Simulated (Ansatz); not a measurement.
**KScF3: relaxing a made-up structure**

This structure for KScF3 is made up. Its elements were placed in a known structure type with a cell scaled to their sizes. What cell does the guess relax to, and how far off was it?

Program: Ansatz 0.2.0. Level of theory: DFT, PBE, plane-wave PAW, files of the set soft_1, scalar-relativistic, no spin, cell and ions relaxed at zero pressure; PAW set soft_1, in the first sound run; inputs show where later runs differ. Results are calculated unless marked as measured.

## 1. Starting point

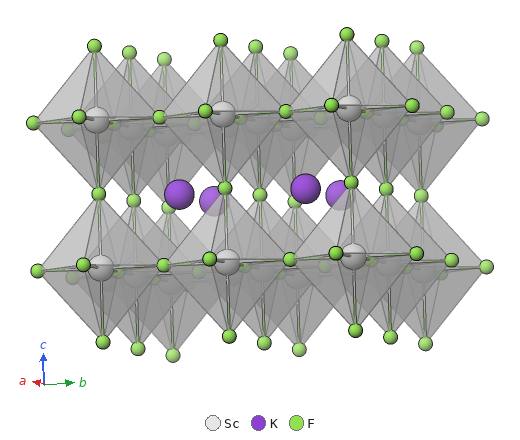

The cell as given, from a free direction (scandium white, potassium purple, fluorine green). 2×2×1 cells are drawn. Some periodic images of atoms are drawn too.

Coordinates:

```cif
data_structure
_symmetry_space_group_name_H-M 'P4/mmm'
_symmetry_Int_Tables_number 123
_cell_length_a 4.1660
_cell_length_b 4.1660
_cell_length_c 4.7140
_cell_angle_alpha 90.000
_cell_angle_beta 90.000
_cell_angle_gamma 90.000
_cell_volume 81.81
loop_
_atom_site_label
_atom_site_type_symbol
_atom_site_symmetry_multiplicity
_atom_site_Wyckoff_symbol
_atom_site_fract_x
_atom_site_fract_y
_atom_site_fract_z
_atom_site_occupancy
Sc1 Sc 1 a 0.00000 0.00000 0.00000 1
K1 K 1 d 0.50000 0.50000 0.50000 1
F1 F 2 f 0.50000 0.00000 0.00000 1
F2 F 1 b 0.00000 0.00000 0.50000 1
```

## 2. Relaxation of the guess

The guess takes its coordinates from another compound and its volume from a rule, so the cell and any free coordinates are relaxed together.

Contents of input.yaml:

```yaml
crystal:
  lattice:
    - [4.166, 0.0, 0.0]
    - [0.0, 4.166, 0.0]
    - [0.0, 0.0, 4.714]
  atoms:
    - { symbol: Sc, position: [0.0, 0.0, 0.0] }
    - { symbol: K, position: [0.5, 0.5, 0.5] }
    - { symbol: F, position: [0.5, 0.0, 0.0] }
    - { symbol: F, position: [0.0, 0.5, 0.0] }
    - { symbol: F, position: [0.0, 0.0, 0.5] }
kpoints:
  mp_grid: { grid: [7, 7, 6] }
scf:
  occupations: { method: fermi_dirac, width: 0.05 }
hamiltonian:
  xc: pbe
  pseudopotentials: { kind: paw, azcp: { folder: soft_1 } }
relax:
  f_tol: 0.015
  max_steps: 70
  cell: {}
output:
  forces: true
  stress: true
```

Command:

```bash
$ ansatz run input.yaml --threads 4 --pin off --max-ram 8192MiB --backend cpu --events-out ev --progress --plain --runs-dir out
```

Numbers of over 12 decimals in the logs are rounded to 6 here.

Log:

```text
Engine: ansatz 0.2.0, aarch64-unknown-linux-gnu
Pseudopotentials: kind: paw
Pseudopotential: Sc, paw, valence charge 11, recommended cutoff 420 eV (normal), soft_1/Sc.paw.azcp
Pseudopotential: K, paw, valence charge 9, recommended cutoff 420 eV (normal), soft_1/K.paw.azcp
Pseudopotential: F, paw, valence charge 7, recommended cutoff 420 eV (normal), soft_1/F.paw.azcp
Functional definition: PBE
  parameter kappa = 0.804
  parameter beta = 0.066725
  exchange = pbe_x(kappa = kappa, mu = beta*pi^2/3)
  correlation = pbe_c(beta = beta)
Crystal: 5 atoms, lattice volume = 81.814 Å³
Basis set: ecut = 420 eV, 1607 PW (Γ), exchange–correlation on 60×60×64 points (8 copies of the dense FFT grid, shifted against one another)
Bands: 26, of which v1, the nominal top of the filled ones, is band 21 counted from 1 (20 counted from 0)
Symmetry: 16 space group operations
Space group: P4/mmm (ITA 123), of the structure as read, at distance tolerance 4.3e-5 Å
k-points: 40 of 294
Non-local potential: Sc, projectors of the file, l = 0: 3, l = 1: 2, l = 2: 3, l = 3: 1
Non-local potential: K, projectors of the file, l = 0: 3, l = 1: 2, l = 2: 2
Non-local potential: F, projectors of the file, l = 0: 2, l = 1: 2, l = 2: 1
PAW form: soft (Blöchl's): semilocal exchange-correlation on the pseudo side does not see the compensation charge
PAW one-centre angular grid: Sc, 590 points (default); XC on 64 Gauss nodes
PAW one-centre angular grid: K, 110 points (default); XC on 64 Gauss nodes
PAW one-centre angular grid: F, 110 points (default); XC on 64 Gauss nodes
Initial density: superposition of atomic densities (chi_scale 0.1, normalization cell, long waves kept (reshape's long-wave potential 0.01 eV rms))
Initial wavefunctions: pseudopotential atomic-orbital guess
Functional: x = pbe(κ = 0.804, μ = 0.219515), c = pbe(β = 0.066725)
SCF iter   1: F=—  HF=-6112.594641 eV  |F-HF|=—  |Δ(HF+E_count)|=         —  Δρ=2.02e-1  dr2=3.33e1  ethr=3.10e-3  ⟨swp⟩=6.2  Hψ=4866  notcnv=0
preconditioner: auto → Kerker (q_TF=auto, 2.432 Å⁻¹)  [metal: Δε(μ)=0.053 eV  Ē_g=11.617 eV  σ=0.050 eV  W_gap=0.26  n_scr=18 (ndim 8)  ℏωp=22.9 eV  f_vac=0.000  D(μ)=3.61/eV (n_scr^D=28)]
SCF iter   2: F=—  HF=-6107.962963 eV  |F-HF|=—  |Δ(HF+E_count)|=    4.63e0  Δρ=8.88e-2  dr2=8.94e0  ethr=3.10e-3  ⟨swp⟩=2.8  Hψ=2411  notcnv=0
SCF iter   3: F=—  HF=-6105.873491 eV  |F-HF|=—  |Δ(HF+E_count)|=    2.09e0  Δρ=3.25e-2  dr2=1.43e0  ethr=3.10e-3  ⟨swp⟩=3.7  Hψ=2670  notcnv=0
SCF iter   4: F=—  HF=-6105.492975 eV  |F-HF|=—  |Δ(HF+E_count)|=   3.81e-1  Δρ=7.96e-3  dr2=6.62e-2  ethr=3.10e-3  ⟨swp⟩=2.9  Hψ=1727  notcnv=0
SCF iter   5: F=—  HF=-6105.489224 eV  |F-HF|=—  |Δ(HF+E_count)|=   3.75e-3  Δρ=2.59e-3  dr2=6.97e-3  ethr=1.62e-4  ⟨swp⟩=2.6  Hψ=1963  notcnv=0
SCF iter   6: F=—  HF=-6105.489856 eV  |F-HF|=—  |Δ(HF+E_count)|=   6.32e-4  Δρ=1.67e-3  dr2=2.72e-3  ethr=1.70e-5  ⟨swp⟩=2.1  Hψ=1735  notcnv=0
SCF iter   7: F=—  HF=-6105.489584 eV  |F-HF|=—  |Δ(HF+E_count)|=   2.72e-4  Δρ=4.96e-4  dr2=5.67e-4  ethr=6.63e-6  ⟨swp⟩=2.0  Hψ=1334  notcnv=0
SCF iter   8: F=—  HF=-6105.489529 eV  |F-HF|=—  |Δ(HF+E_count)|=   5.55e-5  Δρ=1.93e-4  dr2=5.62e-5  ethr=1.38e-6  ⟨swp⟩=2.7  Hψ=1622  notcnv=0
SCF iter   9: F=—  HF=-6105.490133 eV  |F-HF|=—  |Δ(HF+E_count)|=   6.04e-4  Δρ=6.20e-5  dr2=5.38e-6  ethr=1.37e-7  ⟨swp⟩=2.1  Hψ=1763  notcnv=0
SCF iter  10: F=—  HF=-6105.490135 eV  |F-HF|=—  |Δ(HF+E_count)|=   2.52e-6  Δρ=3.16e-5  dr2=9.62e-7  ethr=1.31e-8  ⟨swp⟩=2.0  Hψ=1588  notcnv=0
SCF iter  11: F=—  HF=-6105.490135 eV  |F-HF|=—  |Δ(HF+E_count)|=   2.22e-8  Δρ=1.04e-5  dr2=1.01e-7  ethr=2.35e-9  ⟨swp⟩=2.0  Hψ=1434  notcnv=0
SCF iter  12: F=-6105.490135 eV  HF=-6105.490135 eV  |F-HF|=3.77e-9  |Δ(HF+E_count)|=   1.06e-8  Δρ=3.02e-6  dr2=7.93e-9  ethr=2.44e-10  ⟨swp⟩=4.0  Hψ=3291  notcnv=0
SCF 1 converged in 12 iterations: F = -6105.490135 eV  dr2 = 7.93e-9
  greatest PAW one-centre occupation: 0.998 electrons in one spin orbital (limit 2), on the Sc atom at site 0 (counted from 0), in its partial waves of l = 0
relax step   1: F+E_penalty+E_count = -6105.49013526 eV  Δ(F+E_penalty+E_count) = +0.000e0 eV  max|allowed force component| = 2.451e-28 eV/Å  Δτ_max = 0.0000 Å  P = +0.466 GPa  Ω = 81.814 Å³  (12 SCF iters, dr2 threshold 1.00e-7 eV, accepted)
Crystal: 5 atoms, lattice volume = 80.920 Å³
Basis set: ecut = 420 eV, 1571 PW (Γ), exchange–correlation on 60×60×64 points (8 copies of the dense FFT grid, shifted against one another)
Initial density: handed on by an earlier stage of this run
Initial wavefunctions: those handed on with the density
iter 1 solved again at ethr=2.24e-5 eV; its pass at ethr=3.10e-3 eV (dr2=9.20e-3 eV) is discarded
SCF iter   1: F=—  HF=-6105.570100 eV  |F-HF|=—  |Δ(HF+E_count)|=         —  Δρ=2.81e-3  dr2=9.25e-3  ethr=2.24e-5  ⟨swp⟩=1.9  Hψ=5365  notcnv=0
preconditioner: auto → LDOS  [metal: Δε(μ)=0.032 eV  Ē_g=11.407 eV  σ=0.050 eV  W_gap=0.16  n_scr=18 (ndim 8)  ℏωp=20.6 eV  f_vac=0.051  D(μ)=4.60/eV (n_scr^D=40)  β→1.0]
SCF iter   2: F=—  HF=-6105.568117 eV  |F-HF|=—  |Δ(HF+E_count)|=   1.98e-3  Δρ=1.81e-3  dr2=2.24e-3  ethr=2.24e-5  ⟨swp⟩=2.0  Hψ=1494  notcnv=0
SCF iter   3: F=—  HF=-6105.568151 eV  |F-HF|=—  |Δ(HF+E_count)|=   3.36e-5  Δρ=1.92e-3  dr2=2.04e-3  ethr=5.46e-6  ⟨swp⟩=2.0  Hψ=1687  notcnv=0
SCF iter   4: F=—  HF=-6105.567700 eV  |F-HF|=—  |Δ(HF+E_count)|=   4.50e-4  Δρ=4.25e-4  dr2=1.93e-4  ethr=4.98e-6  ⟨swp⟩=2.0  Hψ=1595  notcnv=0
SCF iter   5: F=—  HF=-6105.568122 eV  |F-HF|=—  |Δ(HF+E_count)|=   4.22e-4  Δρ=2.07e-4  dr2=3.08e-5  ethr=4.72e-7  ⟨swp⟩=2.0  Hψ=1702  notcnv=0
SCF iter   6: F=—  HF=-6105.568117 eV  |F-HF|=—  |Δ(HF+E_count)|=   4.57e-6  Δρ=7.17e-5  dr2=3.53e-6  ethr=7.52e-8  ⟨swp⟩=2.0  Hψ=1597  notcnv=0
SCF iter   7: F=-6105.568118 eV  HF=-6105.568118 eV  |F-HF|=3.08e-8  |Δ(HF+E_count)|=   7.55e-7  Δρ=2.35e-5  dr2=2.07e-7  ethr=1.22e-9  ⟨swp⟩=2.3  Hψ=3669  notcnv=0
SCF 2 converged in 7 iterations: F = -6105.568118 eV  dr2 = 2.07e-7
relax step   2: F+E_penalty+E_count = -6105.56811821 eV  Δ(F+E_penalty+E_count) = -7.798e-2 eV  max|allowed force component| = 3.432e-29 eV/Å  Δτ_max = 0.0000 Å  P = +0.281 GPa  Ω = 80.920 Å³  energy of the carried Pulay correction = +1.276e-3 eV  (7 SCF iters, dr2 threshold 5.00e-7 eV, accepted)
Crystal: 5 atoms, lattice volume = 79.401 Å³
Basis set: ecut = 420 eV, 1559 PW (Γ), exchange–correlation on 60×60×64 points (8 copies of the dense FFT grid, shifted against one another)
iter 1 solved again at ethr=5.00e-5 eV; its pass at ethr=3.10e-3 eV (dr2=2.05e-2 eV) is discarded
SCF iter   1: F=—  HF=-6105.645509 eV  |F-HF|=—  |Δ(HF+E_count)|=         —  Δρ=4.67e-3  dr2=2.08e-2  ethr=5.00e-5  ⟨swp⟩=2.0  Hψ=5384  notcnv=0
preconditioner: auto → LDOS  [metal: Δε(μ)=0.029 eV  Ē_g=11.514 eV  σ=0.050 eV  W_gap=0.14  n_scr=18 (ndim 8)  ℏωp=20.8 eV  f_vac=0.051  D(μ)=4.40/eV (n_scr^D=32)  β→1.0]
SCF iter   2: F=—  HF=-6105.641119 eV  |F-HF|=—  |Δ(HF+E_count)|=   4.39e-3  Δρ=2.55e-3  dr2=4.20e-3  ethr=5.00e-5  ⟨swp⟩=2.0  Hψ=2032  notcnv=0
SCF iter   3: F=—  HF=-6105.641329 eV  |F-HF|=—  |Δ(HF+E_count)|=   2.10e-4  Δρ=2.74e-3  dr2=3.82e-3  ethr=1.02e-5  ⟨swp⟩=2.0  Hψ=1856  notcnv=0
SCF iter   4: F=—  HF=-6105.640463 eV  |F-HF|=—  |Δ(HF+E_count)|=   8.65e-4  Δρ=5.36e-4  dr2=3.07e-4  ethr=9.31e-6  ⟨swp⟩=2.0  Hψ=1627  notcnv=0
SCF iter   5: F=—  HF=-6105.640940 eV  |F-HF|=—  |Δ(HF+E_count)|=   4.77e-4  Δρ=1.68e-4  dr2=3.21e-5  ethr=7.49e-7  ⟨swp⟩=2.1  Hψ=1744  notcnv=0
SCF iter   6: F=—  HF=-6105.640937 eV  |F-HF|=—  |Δ(HF+E_count)|=   3.11e-6  Δρ=8.30e-5  dr2=4.28e-6  ethr=7.83e-8  ⟨swp⟩=2.0  Hψ=1572  notcnv=0
SCF iter   7: F=-6105.640937 eV  HF=-6105.640937 eV  |F-HF|=1.94e-7  |Δ(HF+E_count)|=   7.42e-8  Δρ=2.87e-5  dr2=3.51e-7  ethr=1.22e-9  ⟨swp⟩=3.0  Hψ=4119  notcnv=0
SCF 3 converged in 7 iterations: F = -6105.640937 eV  dr2 = 3.51e-7
relax step   3: F+E_penalty+E_count = -6105.64093705 eV  Δ(F+E_penalty+E_count) = -7.282e-2 eV  max|allowed force component| = 7.238e-30 eV/Å  Δτ_max = 0.0000 Å  P = +0.611 GPa  Ω = 79.401 Å³  energy of the carried Pulay correction = +3.480e-3 eV  (7 SCF iters, dr2 threshold 5.00e-7 eV, accepted)
[...]
relax step   4: F+E_penalty+E_count = -6105.64152212 eV  Δ(F+E_penalty+E_count) = -5.851e-4 eV  max|allowed force component| = 1.018e-29 eV/Å  Δτ_max = 0.0000 Å  P = -0.468 GPa  Ω = 80.646 Å³  energy of the carried Pulay correction = +1.612e-3 eV  (7 SCF iters, dr2 threshold 5.00e-7 eV, accepted)
[...]
relax step   5: F+E_penalty+E_count = -6105.64325973 eV  Δ(F+E_penalty+E_count) = -1.738e-3 eV  max|allowed force component| = 3.175e-30 eV/Å  Δτ_max = 0.0000 Å  P = -0.015 GPa  Ω = 80.086 Å³  energy of the carried Pulay correction = +2.446e-3 eV  (6 SCF iters, dr2 threshold 5.00e-7 eV, accepted)
[...]
relax step   6: F+E_penalty+E_count = -6105.64824072 eV  Δ(F+E_penalty+E_count) = -4.981e-3 eV  max|allowed force component| = 6.686e-30 eV/Å  Δτ_max = 0.0000 Å  P = +0.088 GPa  Ω = 80.086 Å³  stress off target by 2.14e-1 GPa  SCF on the basis re-selected at this cell (its energy is not comparable with the rows above)  (8 SCF iters)
[...]
relax step   7: F+E_penalty+E_count = -6105.64841041 eV  Δ(F+E_penalty+E_count) = -1.697e-4 eV  max|allowed force component| = 1.526e-29 eV/Å  Δτ_max = 0.0000 Å  P = +0.009 GPa  Ω = 80.181 Å³  energy of the carried Pulay correction = -1.444e-4 eV  (6 SCF iters, dr2 threshold 1.15e-7 eV, accepted)
iter 1 solved again at ethr=2.28e-9 eV; its pass at ethr=3.10e-3 eV (dr2=9.35e-7 eV) is discarded
SCF iter   1: F=—  HF=-6105.647044 eV  |F-HF|=—  |Δ(HF+E_count)|=         —  Δρ=3.08e-5  dr2=2.49e-7  ethr=2.28e-9  ⟨swp⟩=3.5  Hψ=7960  notcnv=0
preconditioner: auto → LDOS  [metal: Δε(μ)=0.014 eV  Ē_g=11.541 eV  σ=0.050 eV  W_gap=0.07  n_scr=18 (ndim 8)  ℏωp=20.7 eV  f_vac=0.054  D(μ)=4.42/eV (n_scr^D=32)  β→1.0]
SCF iter   2: F=—  HF=-6105.648536 eV  |F-HF|=—  |Δ(HF+E_count)|=   1.49e-3  Δρ=3.72e-5  dr2=5.96e-7  ethr=6.08e-10  ⟨swp⟩=3.0  Hψ=2107  notcnv=0
SCF iter   3: F=—  HF=-6105.648536 eV  |F-HF|=—  |Δ(HF+E_count)|=   1.56e-8  Δρ=1.19e-5  dr2=3.69e-8  ethr=6.08e-10  ⟨swp⟩=2.0  Hψ=1648  notcnv=0
SCF iter   4: F=—  HF=-6105.648536 eV  |F-HF|=—  |Δ(HF+E_count)|=   5.69e-8  Δρ=7.49e-6  dr2=2.21e-8  ethr=9.00e-11  ⟨swp⟩=2.8  Hψ=1847  notcnv=0
SCF iter   5: F=—  HF=-6105.648536 eV  |F-HF|=—  |Δ(HF+E_count)|=   1.47e-8  Δρ=1.41e-6  dr2=6.50e-10  ethr=5.39e-11  ⟨swp⟩=2.0  Hψ=1809  notcnv=0
SCF iter   6: F=—  HF=-6105.648536 eV  |F-HF|=—  |Δ(HF+E_count)|=  3.76e-10  Δρ=5.95e-7  dr2=1.37e-10  ethr=1.59e-12  ⟨swp⟩=2.0  Hψ=1402  notcnv=0
SCF iter   7: F=—  HF=-6105.648536 eV  |F-HF|=—  |Δ(HF+E_count)|=  2.46e-11  Δρ=4.67e-7  dr2=9.67e-11  ethr=1.00e-12  ⟨swp⟩=4.0  Hψ=3641  notcnv=0
SCF iter   8: F=-6105.648536 eV  HF=-6105.648536 eV  |F-HF|=2.73e-12  |Δ(HF+E_count)|=  4.64e-11  Δρ=1.63e-7  dr2=1.23e-11  ethr=1.00e-12  ⟨swp⟩=2.9  Hψ=3173  notcnv=0
SCF 8 converged in 8 iterations: F = -6105.648536 eV  dr2 = 1.23e-11
relax step   8: F+E_penalty+E_count = -6105.64853563 eV  Δ(F+E_penalty+E_count) = -1.252e-4 eV  max|allowed force component| = 4.497e-30 eV/Å  Δτ_max = 0.0000 Å  P = +0.013 GPa  Ω = 80.181 Å³  stress off target by 3.34e-2 GPa  SCF on the basis re-selected at this cell (its energy is not comparable with the rows above)  (8 SCF iters)
basis re-selected at this cell: Δ(F+E_penalty+E_count) = -1.252e-4 eV, ΔP = +0.004 GPa vs the last step (what re-selecting the basis moved, of the pressure what is left beyond the Pulay correction that the steps carried, after the strain that the cell walked since its last selection, with what the two solves' SCF thresholds leave and, on support functions, any second-order correction that the steps lacked; it is no m [...]
SCF converged after 8 iterations
Free energy (F): -6105.648536 eV
Harris-Foulkes:  -6105.648536 eV  (|F-HF|=2.73e-12)
Internal energy: -6105.612826 eV  (E = F + TS)
E sigma→0 (E₀):  -6105.630681 eV
Entropy (-TS):   -0.035710 eV (-7.142 meV/atom)
Fermi energy:    9.556773 eV
--- Per-component energies (eV) ---
  E_band       = -381.569163
  E_kinetic    = 1057.487232
  E_local      = -3319.776710  (includes V_loc(G=0)·N_el)
  E_nonlocal   = 417.863305
  E_hartree    = 1226.644364
  E_xc         = -453.763837
  E_vxc        = -569.014201  (∫ρ·V_xc dr)
  E_paw        = -2388.016342  (= ΣΔE_a)
  E_vpaw       = -421.419513  (= ΣTr[D̂ρ^β])
  E_aug_tail   = 0.002057  (compensation charges beyond the density's cutoff)
  E_ewald      = -2646.052893
  E_smearing   = -0.035710  (= −TS)
  E_closure    = 0.000000  (closes the sum)
  Σ components = -6105.648536   (vs F -6105.648536, Δ=0.00e0)
--- Forces (eV/Å), atoms counted from 1 ---
  atom   1  Sc     0.00000000     0.00000000     0.00000000
  atom   2  K      0.00000000    -0.00000000     0.00000000
  atom   3  F      0.00000000     0.00000000     0.00000000
  atom   4  F     -0.00000000     0.00000000     0.00000000
  atom   5  F     -0.00000000     0.00000000     0.00000000
  max |Σ_I F_I| component: 9.07e-30 eV/Å
--- Stress (GPa, compression-positive) ---
        0.033418      -0.000000       0.000000
       -0.000000       0.033418      -0.000000
        0.000000      -0.000000      -0.027998
  P = ⅓ Tr σ = 0.0129 GPa (0.129 kbar)
--- Relaxed structure (6 steps of the walk, 6 accepted, 2 SCFs on fresh bases) ---
  F+E_penalty+E_count = -6105.64853563 eV   max|allowed force component| = 4.497e-30 eV/Å   (the final SCF, on the basis selected at the relaxed cell)
  cell:  # Å, volume = 80.1812 Å³
    - [4.310287, 0, 0]
    - [0, 4.310287, 0]
    - [0, 0, 4.315788]
  atoms:
    - { symbol: Sc, position: [0, 0, 0] }
    - { symbol: K, position: [0.5, 0.5, 0.5] }
    - { symbol: F, position: [0.5, 0, 0] }
    - { symbol: F, position: [0, 0.5, 0] }
    - { symbol: F, position: [0, 0, 0.5] }
```

The job ended after 11 s (4 threads of Arm Neoverse V1, shared host; peak memory 0.43 GiB).

This run has no spin polarisation although its electron count is odd.

Relaxation path:

```
step  energy less that of the first step (eV)  largest force component (eV/Å)  pressure (GPa)  volume (Å³)
   1                                   0.0000                          0.0000            0.47        81.81
   2                                  -0.0780                          0.0000            0.28        80.92
   3                                  -0.1508                          0.0000            0.61        79.40
   4                                  -0.1514                          0.0000           -0.47        80.65
   5                                  -0.1531                          0.0000           -0.01        80.09
  6*                                  -0.1581                          0.0000            0.09        80.09
   7                                  -0.1583                          0.0000            0.01        80.18
  8*                                  -0.1584                          0.0000            0.01        80.18
```

Relaxation steps marked * repeat the geometry before them on a plane-wave basis chosen anew for their cell, so energy and pressure can jump there.

Forces are held to the 16 operations that the run works with; a distortion that breaks them can't arise in this run.

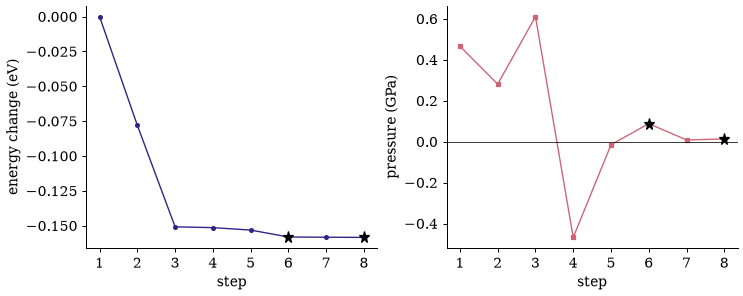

Energy and pressure along the relaxation. Stars mark steps on a basis chosen anew.

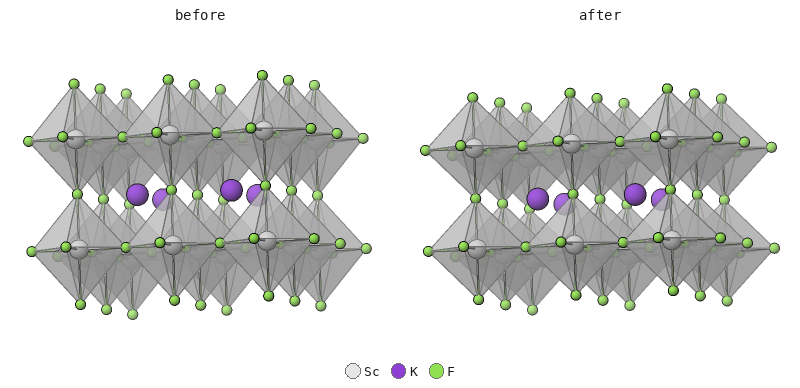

Before and after, at one scale.

```csv
"conventional cell, symmetrised",before,after,change
a (Å),4.166,4.312,+3.5 %
b (Å),4.166,4.312,+3.5 %
c (Å),4.714,4.312,-8.5 %
volume (Å³/atom),16.36,16.04,-2.0 %
```

Final coordinates:

```xyz
5
Lattice="4.3103 0.0000 0.0000 0.0000 4.3103 0.0000 0.0000 0.0000 4.3158" Properties=species:S:1:pos:R:3 pbc="T T T"
Sc    0.0000    0.0000    0.0000
K     2.1551    2.1551    2.1579
F     2.1551    0.0000    0.0000
F     0.0000    2.1551    0.0000
F     0.0000    0.0000    2.1579
```

Numbers from this step:

```
free energy             : -6105.6485 eV
energy at zero smearing : -6105.6307 eV
smearing term TS        : 0.03571 eV
Fermi energy            : 9.557 eV
electrons               : 41
symmetry operations     : 16
pressure                : 0.01295 GPa
```

Shortest distances by pair of elements, guess and relaxed (not always the same contact):

```csv
pair,guess (Å),relaxed (Å)
F–Sc,2.083,2.155
F–K,2.946,3.048
F–F,2.946,3.048
K–Sc,3.773,3.734
Sc–Sc,4.166,4.310
```

The relaxation ends with a pressure of 0.01 GPa.

(Part 1 of 2 ends here.)

[Logs are printed without paths, hosts, clocks, repeated set-up lines and the standing remarks that a program may print on its own settings, such as how far it seeks lower states.]

[Hosts, paths, dates, database ids (printed as entryN), source tags and the programs' standing remarks are cut or masked in the printed files.]
